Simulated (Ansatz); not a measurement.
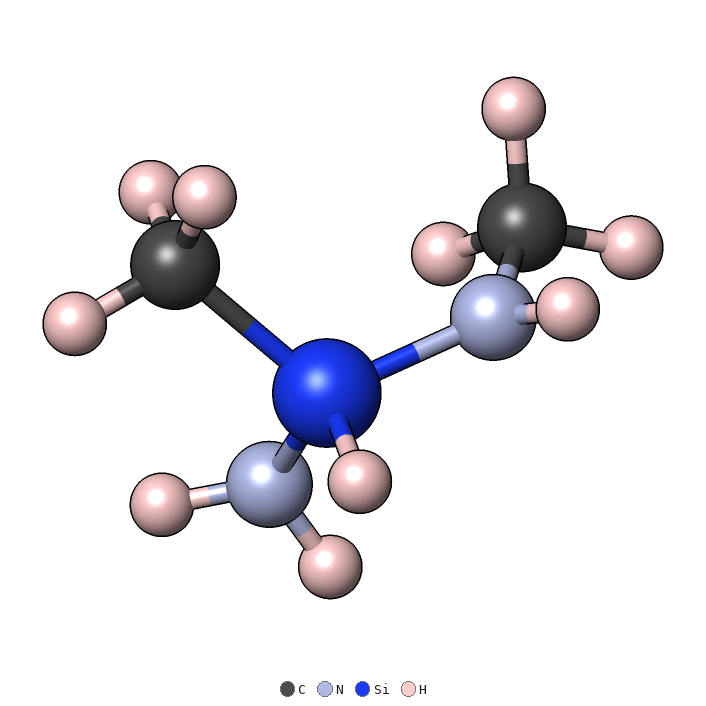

Simulated data, not a measurement (program: Ansatz).

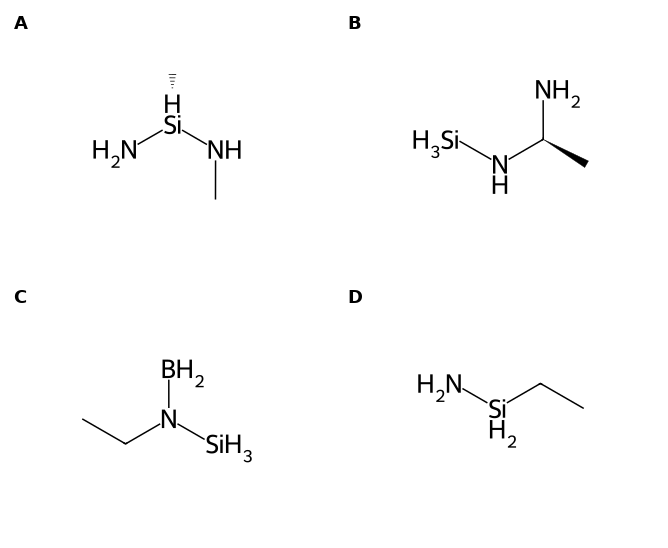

> The first picture shows one of the molecules drawn in the second. Which?

A, `CN[Si@@H](C)N`.
